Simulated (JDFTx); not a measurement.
```json
{
 "surface": "Be(0001)",
 "bulk": "Be, P6_3/mmc, lattice of mp-87 (not re-optimised)",
 "slab": "6 atoms in 6 planes, 1x1, 9.1 Å between the outermost planes",
 "in-plane cell": "2.265 × 2.265 Å, 4.44 Å²",
 "cell_height": "24.9 Å",
 "sampling": "10×10×1 k mesh, Fermi smearing 0.01 Ha, no spin polarisation"
}
```

Level of theory: PBE, GBRV ultrasoft potentials, plane waves to 20/100 Ha; code: JDFTx (a modified build). Liquid on both sides: CANDLE, acetonitrile, 1 M KCl; nuclei fixed. Potentials refer to SHE, placed 4.44 V below the bulk liquid's zero by convention. In this non-aqueous liquid the SHE scale is nominal.

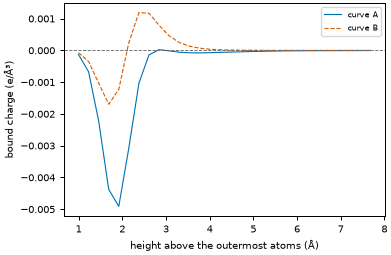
Plane-averaged bound charge of the liquid for two states of the electrode

### Question
One curve is the neutral slab. Which, and what is the sign of the other's charge?

### Answer
Curve B is neutral (potential of zero charge, 0.58 V). Curve A is positively charged, 6.4 μC/cm² at 1.20 V.
